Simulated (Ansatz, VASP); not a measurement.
## CaO (Lime): VASP beside Ansatz

Wanted: the spread between two codes on one cell, functional and k mesh. The cell comes out of the VASP series on this material, whose earlier steps may have relaxed, scaled or displaced it; both programs get it as it stands.

Program: Ansatz 0.2.0. Level of theory: plane waves, with VASP 6.6.1 beside it; relaxation of cell and atoms at LDA. Results are calculated unless marked as measured.

## (1) The structure

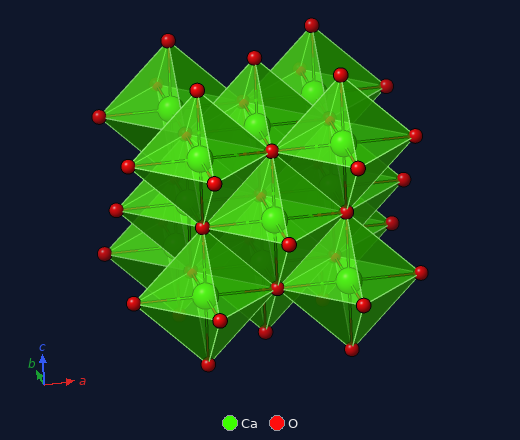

The cell as given, slightly off an axis (calcium green, oxygen red). This picture shows the conventional cell, with its axes. Some periodic images of atoms are drawn too.

As a file:

```cif
data_structure
_symmetry_space_group_name_H-M 'P 1'
_symmetry_Int_Tables_number 1
_cell_length_a 3.3372
_cell_length_b 3.3372
_cell_length_c 3.3372
_cell_angle_alpha 60.000
_cell_angle_beta 60.000
_cell_angle_gamma 60.000
_cell_volume 26.28
loop_
_atom_site_label
_atom_site_type_symbol
_atom_site_fract_x
_atom_site_fract_y
_atom_site_fract_z
_atom_site_occupancy
Ca1 Ca 0.00000 0.00000 0.00000 1
O2 O 0.50000 0.50000 0.50000 1
```

## (2) Ansatz: relaxation of cell and atoms, LDA

Ansatz runs on its default PAW (the set named soft_2) files.

The relaxed volume is the usual yardstick between codes: its relative difference is about their pressure difference at one cell divided by the bulk modulus.

input.yaml reads:

```yaml
crystal:
  lattice:
    - [0.0, 2.3597843393, 2.3597843393]
    - [2.3597843393, 0.0, 2.3597843393]
    - [2.3597843393, 2.3597843393, 0.0]
  atoms:
    - { symbol: Ca, position: [0.0, 0.0, 0.0] }
    - { symbol: O, position: [0.5, 0.5, 0.5] }
hamiltonian:
  xc: lda
  pseudopotentials: { kind: paw }
kpoints:
  mp_grid: { grid: [8, 8, 8] }
scf:
  occupations: { method: gaussian, width: 0.03 }
relax:
  f_tol: 0.01
  max_steps: 60
  cell: { stress_tol: 0.05 }
output:
  forces: true
  stress: true
```

Started as:

```sh
$ ansatz run input.yaml --threads 4 --pin off --max-ram 9216MiB --backend cpu --events-out ev --progress --plain --runs-dir out
```

Numbers of over 12 decimals in the logs are rounded to 6 here.

Output:

```text
Engine: ansatz 0.2.0, x86_64-unknown-linux-gnu
Pseudopotentials: kind: paw
Pseudopotential: Ca, paw, valence charge 10, recommended cutoff 420 eV (normal), Ca.paw.azcp
Pseudopotential: O, paw, valence charge 6, recommended cutoff 420 eV (normal), O.paw.azcp
Functional definition: SPW92
  exchange = slater_x
  correlation = pw_c
Crystal: 2 atoms, lattice volume = 26.281 Å³
Basis set: ecut = 420 eV, 531 PW (Γ)
Bands: 12, of which v1, the nominal top of the filled ones, is band 8 counted from 1 (7 counted from 0)
Symmetry: 48 space group operations
Space group: Fm-3m (ITA 225), of the structure as read, at distance tolerance 3.0e-5 Å
k-points: 29 of 512
Non-local potential: Ca, projectors of the file, l = 0: 3, l = 1: 2, l = 2: 2
Non-local potential: O, projectors of the file, l = 0: 2, l = 1: 2, l = 2: 1
PAW form: soft (Blöchl's): semilocal exchange-correlation on the pseudo side does not see the compensation charge
PAW frozen core: Ca, regenerated for the run's functional, and the local potential with it (the file was generated under x = pbe(κ = 0.804, μ = 0.219515), c = pbe(β = 0.066725))
PAW frozen core: O, regenerated for the run's functional, and the local potential with it (the file was generated under x = pbe(κ = 0.804, μ = 0.219515), c = pbe(β = 0.066725))
PAW one-centre angular grid: Ca, 110 points (default); XC on 64 Gauss nodes
PAW one-centre angular grid: O, 110 points (default); XC on 64 Gauss nodes
Initial density: superposition of atomic densities (neutral atoms: chi_scale 0, normalization atom), corrected by the library's trained network
Initial wavefunctions: pseudopotential atomic-orbital guess
Functional: x = slater, c = lda
SCF iter   1: F=—  HF=-2331.658285 eV  |F-HF|=—  |Δ(HF+E_count)|=         —  Δρ=1.68e-2  dr2=7.18e-2  ethr=1.77e-3  ⟨swp⟩=7.3  Hψ=2428  notcnv=0
preconditioner: auto → none  [insulator: Δε(μ)=3.194 eV  Ē_g=18.004 eV  σ=0.030 eV  W_gap=1.00  n_scr=8 (ndim 8)  ℏωp=27.1 eV  f_vac=0.000  D(μ)=0.00/eV (n_scr^D=0)  ε∞_Penn≈3.3]
SCF iter   2: F=—  HF=-2331.650493 eV  |F-HF|=—  |Δ(HF+E_count)|=   7.79e-3  Δρ=1.48e-2  dr2=4.47e-2  ethr=4.49e-4  ⟨swp⟩=2.0  Hψ=789  notcnv=0
SCF iter   3: F=—  HF=-2331.639439 eV  |F-HF|=—  |Δ(HF+E_count)|=   1.11e-2  Δρ=2.54e-3  dr2=1.03e-3  ethr=2.79e-4  ⟨swp⟩=2.0  Hψ=551  notcnv=0
SCF iter   4: F=—  HF=-2331.639135 eV  |F-HF|=—  |Δ(HF+E_count)|=   3.03e-4  Δρ=5.21e-4  dr2=1.97e-5  ethr=6.45e-6  ⟨swp⟩=3.0  Hψ=667  notcnv=0
SCF iter   5: F=—  HF=-2331.639128 eV  |F-HF|=—  |Δ(HF+E_count)|=   7.14e-6  Δρ=1.22e-4  dr2=3.28e-6  ethr=1.23e-7  ⟨swp⟩=3.0  Hψ=580  notcnv=0
SCF iter   6: F=-2331.639127 eV  HF=-2331.639127 eV  |F-HF|=2.09e-8  |Δ(HF+E_count)|=   8.20e-7  Δρ=1.29e-5  dr2=3.21e-8  ethr=6.25e-10  ⟨swp⟩=3.0  Hψ=1331  notcnv=0
SCF 1 converged in 6 iterations: F = -2331.639127 eV  dr2 = 3.21e-8
  greatest PAW one-centre occupation: 0.996 electrons in one spin orbital (limit 2), on the Ca atom at site 0 (counted from 0), in its partial waves of l = 0
relax step   1: F+E_penalty+E_count = -2331.63912730 eV  Δ(F+E_penalty+E_count) = +0.000e0 eV  max|allowed force component| = 9.795e-30 eV/Å  Δτ_max = 0.0000 Å  P = -0.947 GPa  Ω = 26.281 Å³  (6 SCF iters, dr2 threshold 1.00e-7 eV, accepted)
[...]
relax step   2: F+E_penalty+E_count = -2331.64051830 eV  Δ(F+E_penalty+E_count) = -1.391e-3 eV  max|allowed force component| = 5.312e-29 eV/Å  Δτ_max = 0.0000 Å  P = +0.151 GPa  Ω = 26.065 Å³  energy of the carried Pulay correction = +8.488e-4 eV  (4 SCF iters, dr2 threshold 2.00e-7 eV, accepted)
[...]
relax step   3: F+E_penalty+E_count = -2331.64041556 eV  Δ(F+E_penalty+E_count) = +1.027e-4 eV  max|allowed force component| = 6.285e-29 eV/Å  Δτ_max = 0.0000 Å  P = -0.002 GPa  Ω = 26.095 Å³  energy of the carried Pulay correction = +7.324e-4 eV  (4 SCF iters, dr2 threshold 5.71e-8 eV, accepted)
[...]
relax step   4: F+E_penalty+E_count = -2331.63973470 eV  Δ(F+E_penalty+E_count) = +6.809e-4 eV  max|allowed force component| = 5.233e-29 eV/Å  Δτ_max = 0.0000 Å  P = -0.047 GPa  Ω = 26.095 Å³  stress off target by 4.68e-2 GPa  SCF on the basis re-selected at this cell (its energy is not comparable with the rows above)  (5 SCF iters)
basis re-selected at this cell: Δ(F+E_penalty+E_count) = +6.809e-4 eV, ΔP = -0.045 GPa vs the last step (what re-selecting the basis moved, of the pressure what is left beyond the Pulay correction that the steps carried, after the strain that the cell walked since its last selection, with what the two solves' SCF thresholds leave and, on support functions, any second-order correction that the steps lacked; it is no m [...]
SCF converged after 5 iterations
Free energy (F): -2331.639735 eV
Harris-Foulkes:  -2331.639735 eV  (|F-HF|=8.64e-12)
Internal energy: -2331.639735 eV  (E = F + TS)
E sigma→0 (E₀):  -2331.639735 eV
Fermi energy:    9.716519 eV
--- Per-component energies (eV) ---
  E_band       = -91.685994
  E_kinetic    = 455.912544
  E_local      = -860.307684  (includes V_loc(G=0)·N_el)
  E_nonlocal   = 117.005241
  E_hartree    = 282.520610
  E_xc         = -210.276883
  E_vxc        = -266.602077  (∫ρ·V_xc dr)
  E_paw        = -963.424463  (= ΣΔE_a)
  E_vpaw       = -102.737745  (= ΣTr[D̂ρ^β])
  E_aug_tail   = 0.002488  (compensation charges beyond the density's cutoff)
  E_ewald      = -1153.451675
  E_core_change = 0.380087  (= ΣΔE_core)
  E_smearing   = -0.000000  (= −TS)
  E_closure    = 0.000000  (closes the sum)
  Σ components = -2331.639735   (vs F -2331.639735, Δ=0.00e0)
--- Forces (eV/Å), atoms counted from 1 ---
  atom   1  Ca    -0.00000000    -0.00000000     0.00000000
  atom   2  O      0.00000000    -0.00000000    -0.00000000
  max |Σ_I F_I| component: 9.73e-29 eV/Å
--- Stress (GPa, compression-positive) ---
       -0.046766      -0.000000      -0.000000
       -0.000000      -0.046766      -0.000000
       -0.000000      -0.000000      -0.046766
  P = ⅓ Tr σ = -0.0468 GPa (-0.468 kbar)
--- Relaxed structure (3 steps of the walk, 3 accepted, 1 SCFs on fresh bases) ---
  F+E_penalty+E_count = -2331.63973470 eV   max|allowed force component| = 5.233e-29 eV/Å   (the final SCF, on the basis selected at the relaxed cell)
  cell:  # Å, volume = 26.0949 Å³
    - [0, 2.354192, 2.354192]
    - [2.354192, 0, 2.354192]
    - [2.354192, 2.354192, 0]
  atoms:
    - { symbol: Ca, position: [0, 0, 0] }
    - { symbol: O, position: [0.500000, 0.500000, 0.500000] }
```

It took 1.8 s on 4 threads of Intel Xeon 6975P-C (Granite Rapids), shared host; peak memory 0.34 GiB; 2.9 s of CPU time.

## (3) VASP: relaxation of cell and atoms, LDA

The same cell, functional (in two slightly different forms), mesh and smearing now go to VASP, with its own data sets and cutoff.

Lines of VASP's logs that name or quote its potential files are left out, and so is its time.

INCAR reads:

```
SYSTEM = CaO
PREC = Accurate
ENCUT = 520
EDIFF = 1E-06
NELM = 100
ISMEAR = 0
SIGMA = 0.03
LREAL = .FALSE.
ALGO = Normal
GGA = CA
NBANDS = 14
LORBIT = 11
LWAVE = .FALSE.
LCHARG = .FALSE.
KPAR = 4
IBRION = 2
NSW = 50
ISIF = 3
EDIFFG = -0.01
```

POSCAR reads:

```
CaO
1.0
    0.0000000000      2.3597843393      2.3597843393
    2.3597843393      0.0000000000      2.3597843393
    2.3597843393      2.3597843393      0.0000000000
Ca O
1 1
Direct
    0.0000000000      0.0000000000      0.0000000000
    0.5000000000      0.5000000000      0.5000000000
```

KPOINTS reads:

```
Automatic mesh
0
Gamma
8 8 8
0 0 0
```

The projector-augmented-wave data sets are Ca_sv and O (LDA family, release 64).

Started as:

```sh
$ mpirun -np 4 vasp_std
```

Output:

```text
[banner, memory and clock lines left out]
running    4 mpi-ranks, on    1 nodes
 distrk:  each k-point on    1 cores,    4 groups
 distr:  one band on    1 cores,    1 groups

 POSCAR found type information on POSCAR CaO
 POSCAR found :  2 types and       2 ions
 LDA part: xc-table for (Slater(with rela. corr.)+CA(PZ))
 , standard interpolation
 POSCAR, INCAR and KPOINTS ok, starting setup
 FFT: planning ... GRIDC
 FFT: planning ... GRID_SOFT
 FFT: planning ... GRID
 WAVECAR not read
 entering main loop
       N       E                     dE             d eps       ncg     rms          rms(c)
DAV:   1     0.118204375937E+03    0.11820E+03   -0.85817E+03   820   0.118E+03
DAV:   2    -0.107527926756E+02   -0.12896E+03   -0.12074E+03  1016   0.304E+02
DAV:   3    -0.157518464680E+02   -0.49991E+01   -0.49745E+01   902   0.619E+01
DAV:   4    -0.159342783717E+02   -0.18243E+00   -0.18226E+00  1190   0.101E+01
DAV:   5    -0.159365431612E+02   -0.22648E-02   -0.22647E-02   960   0.114E+00    0.846E+00
DAV:   6    -0.143509278086E+02    0.15856E+01   -0.54484E+00   856   0.233E+01    0.363E+00
DAV:   7    -0.142547345286E+02    0.96193E-01   -0.51808E-01  1020   0.749E+00    0.176E+00
DAV:   8    -0.142215360658E+02    0.33198E-01   -0.74720E-02   960   0.285E+00    0.283E-01
DAV:   9    -0.142210020546E+02    0.53401E-03   -0.59992E-03  1022   0.558E-01    0.103E-01
DAV:  10    -0.142211556440E+02   -0.15359E-03   -0.34343E-04   962   0.222E-01    0.420E-02
DAV:  11    -0.142211284391E+02    0.27205E-04   -0.50372E-05  1124   0.833E-02    0.636E-03
DAV:  12    -0.142211280546E+02    0.38450E-06   -0.40681E-06   890   0.209E-02
   1 F= -.14221128E+02 E0= -.14221128E+02  d E =-.142211E+02
 curvature:   0.00 expect dE= 0.000E+00 dE for cont linesearch  0.000E+00
 trial: gam= 0.00000 g(F)=  0.277E-59 g(S)=  0.762E-06 ort = 0.000E+00 (trialstep = 0.100E+01)
 search vector abs. value=  0.763E-06
 reached required accuracy - stopping structural energy minimisation
```

Parts of OUTCAR (step 3):

```text
ion  position               nearest neighbor table
   1  0.000  0.000  0.000-   2 2.36   2 2.36   2 2.36   2 2.36   2 2.36   2 2.36
   2  0.500  0.500  0.500-   1 2.36   1 2.36   1 2.36   1 2.36   1 2.36   1 2.36

  LATTYP: Found a face centered cubic cell.
 ALAT       =     4.7195686786

 Subroutine GETGRP returns: Found 48 space group operations
 (whereof 48 operations were pure point group operations)

The static configuration has the point symmetry O_h .

 Found     29 irreducible k-points:

   k-points           NKPTS =     29   k-points in BZ     NKDIM =     29   number of bands    NBANDS=     14

   dimension x,y,z NGX =    28 NGY =   28 NGZ =   28
   dimension x,y,z NGXF=    56 NGYF=   56 NGZF=   56

   ENCUT  =  520.0 eV  38.22 Ry    6.18 a.u.   6.21  6.21  6.21*2*pi/ulx,y,z

   NELECT =      16.0000    total number of electrons

 k-points in reciprocal lattice and weights: Automatic mesh
   0.00000000  0.00000000  0.00000000       0.002
   0.12500000  0.00000000  0.00000000       0.016
   0.25000000  0.00000000  0.00000000       0.016
   0.37500000  0.00000000  0.00000000       0.016
   0.50000000  0.00000000  0.00000000       0.008
   0.12500000  0.12500000  0.00000000       0.012
   0.25000000  0.12500000  0.00000000       0.047
   0.37500000  0.12500000  0.00000000       0.047
   0.50000000  0.12500000  0.00000000       0.047
[...]
-0.37500000  0.50000000  0.12500000       0.023
  -0.25000000  0.50000000  0.25000000       0.012

 average (electrostatic) potential at core
       1 -43.2396       2 -71.1023

 E-fermi :   2.5583

 k-point     1 :       0.0000    0.0000    0.0000
  band No.  band energies     occupation
    ...
      4     -15.5105      2.00000
      5     -12.9752      2.00000
      6       2.3410      2.00000
      7       2.3410      2.00000
      8       2.3410      2.00000
      9       7.3586      0.00000
     10       8.5723      0.00000
     11       8.5723      0.00000
     12       8.5723      0.00000
     13      10.2340      0.00000
    ...

 k-point     2 :       0.1250    0.0000    0.0000
  band No.  band energies     occupation
    ...
      4     -15.5202      2.00000
      5     -12.6739      2.00000
      6       1.7717      2.00000
      7       2.1017      2.00000
      8       2.1017      2.00000
      9       8.0516      0.00000
     10       8.5377      0.00000
     11       8.8625      0.00000
     12       8.8625      0.00000
     13      10.6455      0.00000
    ...

 k-point     3 :       0.2500    0.0000    0.0000
  band No.  band energies     occupation
    ...
      4     -15.5433      2.00000
      5     -12.1049      2.00000
      6       0.6964      2.00000
      7       1.5949      2.00000
      8       1.5949      2.00000
      9       8.6264      0.00000
     10       9.5355      0.00000
     11       9.6267      0.00000
     12       9.6267      0.00000
     13      11.6292      0.00000
    ...

  Total       -0.0032459     -0.0032459     -0.0032459      0.0000000      0.0000000      0.0000000
  in kB       -0.1978797     -0.1978797     -0.1978797      0.0000000      0.0000000      0.0000000
  external PRESSURE =      -0.1978797 kB  Pullay stress =       0.0000000 kB

  energy-cutoff  :      520.00
  volume of cell :       26.28
      direct lattice vectors                 reciprocal lattice vectors
     0.000000000  2.359784339  2.359784339    -0.211883769  0.211883769  0.211883769
     2.359784339  0.000000000  2.359784339     0.211883769 -0.211883769  0.211883769
     2.359784339  2.359784339  0.000000000     0.211883769  0.211883769 -0.211883769

 POSITION                                       TOTAL-FORCE (eV/Angst)
 -----------------------------------------------------------------------------------
      0.00000      0.00000      0.00000         0.000000      0.000000     -0.000000
      2.35978      2.35978      2.35978        -0.000000     -0.000000      0.000000
 -----------------------------------------------------------------------------------
    total drift:                                0.000000      0.000000      0.000000

  FREE ENERGIE OF THE ION-ELECTRON SYSTEM (eV)
  ---------------------------------------------------
  free  energy   TOTEN  =       -14.2211280546 eV

  energy  without entropy=      -14.2211280546  energy(sigma->0) =      -14.22112805

 reached required accuracy - stopping structural energy minimisation

 total charge
# of ion       s       p       d       tot
------------------------------------------
    1        2.045   5.883   0.338   8.267
    2        1.540   3.449   0.000   4.989
--------------------------------------------------
tot          3.586   9.332   0.338  13.256

[... 3 further parts left out ...]
```

## (4) Comparison

Known differences besides the PAW data sets themselves: the two LDA forms differ slightly; both relaxations stop at a tolerance, which leaves soft axes loose, and VASP keeps its plane-wave basis; the cutoff is 420 eV in Ansatz and 520 eV in VASP; Ansatz makes its cores anew for this functional, VASP keeps those of its LDA data sets; Ansatz adds a Pulay correction to the stress that steers its cell, VASP none. Total energies have different zeros and are not compared.

Both answers:

```
                                         quantity  Ansatz   VASP  difference
                                      volume (Å³)   26.09  26.28     -0.71 %
edge a after relaxation, in the typed setting (Å)   3.329  3.337     -0.24 %
```

The walks stopped with -0.05 GPa left in Ansatz and -0.02 GPa in VASP; each walk ends within a tolerance, so the volume difference is uncertain by about these residues over the bulk modulus, most in soft cells.

## (5) Summary of results

```
difference in volume (relaxation of cell and atoms, LDA) : -0.71 %
```

What this shows: The difference in volume is -0.71 % (relaxation of cell and atoms, LDA), within the 1.2 % picked in this series as the mark of a large difference, as far as the stopping tolerances let one tell. Differences of this kind measure data sets and numerical settings, not the functional's error against experiment.

[Lines on the potential files, build, host, timing and source positions are cut from VASP's logs without a mark.]

[Logs are printed without paths, hosts, clocks, repeated set-up lines and the standing remarks that a program may print on its own settings, such as how far it seeks lower states.]

[Hosts, paths, dates, database ids (printed as entryN), source tags and the programs' standing remarks are cut or masked in the printed files.]
